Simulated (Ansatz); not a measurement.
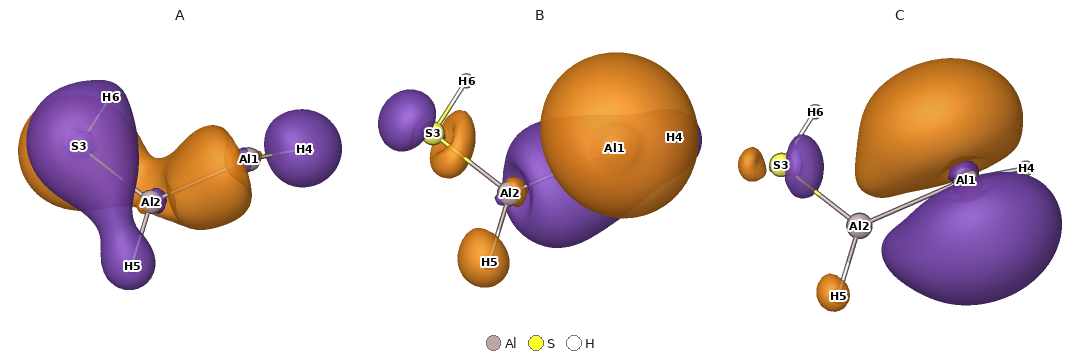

Al₂H₃S (SMILES [AlH][AlH][SH]) (doublet). Three frontier orbitals at ±0.08 Å⁻³ᐟ² (orange and purple are the two phases), in no order.

Method: Ansatz 0.2.0, UKS B3LYP-D4/def2-SVP.

Input file:

```
crystal:
  periodic: [false, false, false]
  atoms:
    - { symbol: Al, position_ang: [-1.65055, -0.63398, -0.97825] }
    - { symbol: Al, position_ang: [0.22678, 1.03273, -0.24664] }
    - { symbol: S, position_ang: [0.91875, -0.72158, 0.98223] }
    - { symbol: H, position_ang: [-2.70462, -1.83922, -1.30317] }
    - { symbol: H, position_ang: [1.26129, 2.22323, 0.03644] }
    - { symbol: H, position_ang: [-0.05576, -1.52168, 0.55292] }
magnetization:
  spin_polarized: true
  initial_magnetization: 1
basis:
  gaussian: { orbitals: def2-SVP }
hamiltonian:
  xc: b3lyp
  dispersion: d4
relax:
  f_tol: 0.015
  max_steps: 40
output:
  orbitals: {}
```

Command:

```sh
ansatz run input.yaml --threads 1 --pin off --max-ram 2048MiB --backend cpu --events-out ev --progress --plain --runs-dir out
```

The fields are those of the relaxed geometry.

Order the three orbitals by energy and name them. All are α orbitals.

Answer. A is the HOMO−1 (α) (−7.24 eV). It lies mainly on S3 (about 60 %), Al2 (about 15 %), Al1 (about 10 %) and H4 (about 5 %). B is the HOMO (α) (−5.14 eV). Its weight (Hirshfeld) is mainly on Al1 (about 65 %) and Al2 (about 20 %). C is the LUMO (α) (−2.65 eV). By Hirshfeld shares it lies mainly on Al1 (about 75 %).

What is the gap between the highest occupied and lowest empty α orbitals?

Answer. 2.49 eV between the orbital energies.
